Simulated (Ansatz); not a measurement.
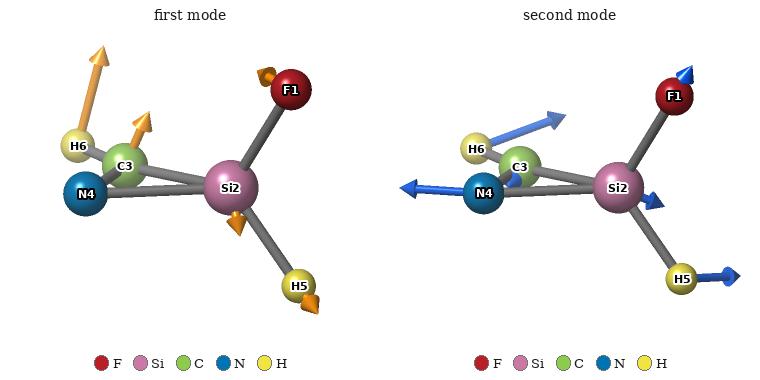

The system is CH₂FNSi, SMILES F[SiH]1C=N1; the picture shows the reference structure; its two panels give the patterns of the first and the second mode as arrows. The first coordinate is: normal mode 2 (301 cm⁻¹); the second: normal mode 4 (712 cm⁻¹). Nothing is relaxed (straight displacements along the two mass-weighted modes). The scan uses a 13 × 13 grid. Points are written as (first, second). All energies are given in kJ/mol relative to the relaxed molecule at the same level. The restricted reference is unstable at some or all points, so the energies there are unreliable. These are results of RHF-MP2, frozen core/def2-TZVP in Ansatz, not measurements.

Its coordinates:

```xyz
6

F     1.8506   -0.2823   -0.7907
Si    0.2752   -0.1847   -0.6063
C    -0.4705    0.4841    0.8389
N    -0.4684   -0.8299    0.8597
H    -0.3441   -0.3354   -1.9187
H    -0.8427    1.1482    1.6170
```

Range: normal mode 2 (301 cm⁻¹) from −1.32 to 1.32 amu½·Å; normal mode 4 (712 cm⁻¹) from −1.036 to 1.036 amu½·Å.

### Predict the map.

The lowest grid point is at (0.00 amu½·Å, 0.000 amu½·Å), 0 kJ/mol from the relaxed molecule at the same level. It is the only kind of minimum in the scanned range. The highest grid point, (−1.32 amu½·Å, −1.036 amu½·Å), lies 185 kJ/mol above the lowest.

| normal mode 4 (712 cm⁻¹) ↓, normal mode 2 (301 cm⁻¹) → | −1.32 | −1.10 | −0.88 | −0.66 | −0.44 | −0.22 | 0.00 | 0.22 | 0.44 | 0.66 | 0.88 | 1.10 | 1.32 |
| --- | --- | --- | --- | --- | --- | --- | --- | --- | --- | --- | --- | --- | --- |
| 1.036 | 97 | 88 | 80 | 75 | 71 | 69 | 69 | 71 | 74 | 80 | 88 | 98 | 111 |
| 0.863 | 79 | 69 | 62 | 56 | 53 | 51 | 50 | 52 | 55 | 60 | 67 | 77 | 90 |
| 0.691 | 63 | 53 | 46 | 40 | 37 | 34 | 34 | 35 | 38 | 43 | 50 | 59 | 71 |
| 0.518 | 49 | 40 | 33 | 27 | 23 | 21 | 20 | 21 | 24 | 28 | 35 | 44 | 55 |
| 0.345 | 39 | 30 | 22 | 16 | 12 | 10 | 9 | 10 | 13 | 17 | 24 | 32 | 43 |
| 0.173 | 32 | 23 | 15 | 10 | 6 | 3 | 3 | 3 | 6 | 10 | 16 | 25 | 35 |
| 0.000 | 30 | 20 | 13 | 7 | 3 | 1 | 0 | 1 | 3 | 7 | 13 | 22 | 32 |
| −0.173 | 33 | 24 | 16 | 10 | 6 | 4 | 3 | 4 | 6 | 10 | 16 | 24 | 35 |
| −0.345 | 43 | 33 | 25 | 20 | 16 | 13 | 12 | 13 | 16 | 20 | 26 | 34 | 44 |
| −0.518 | 62 | 51 | 43 | 37 | 33 | 31 | 30 | 31 | 33 | 37 | 43 | 51 | 61 |
| −0.691 | 90 | 79 | 71 | 65 | 61 | 59 | 58 | 59 | 61 | 65 | 71 | 79 | 89 |
| −0.863 | 130 | 120 | 112 | 106 | 101 | 99 | 98 | 99 | 102 | 106 | 112 | 119 | 129 |
| −1.036 | 185 | 175 | 167 | 161 | 157 | 155 | 154 | 155 | 158 | 162 | 168 | 175 | 185 |

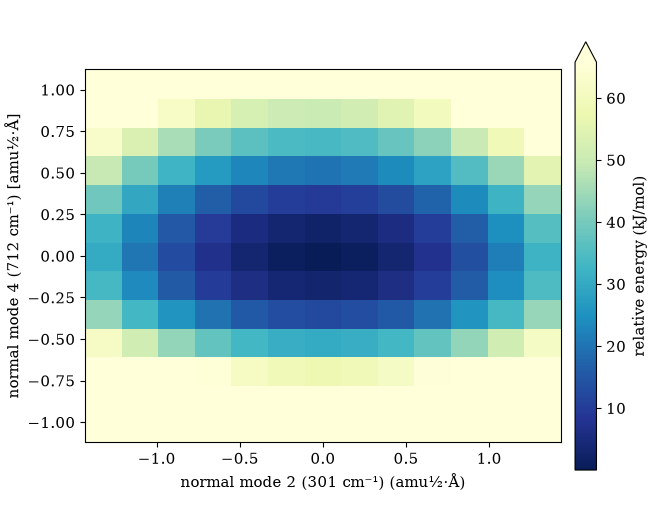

Drawn: one coloured cell a grid point, one colour for all values above the top of the scale.

Each point was launched as `ansatz run input.yaml --threads 1 --pin off --max-ram 2560MiB --backend cpu --events-out ev --progress --plain --runs-dir out`. The whole map (169 points run) took 40 min on 1 thread of Arm Neoverse N1 (shared host).
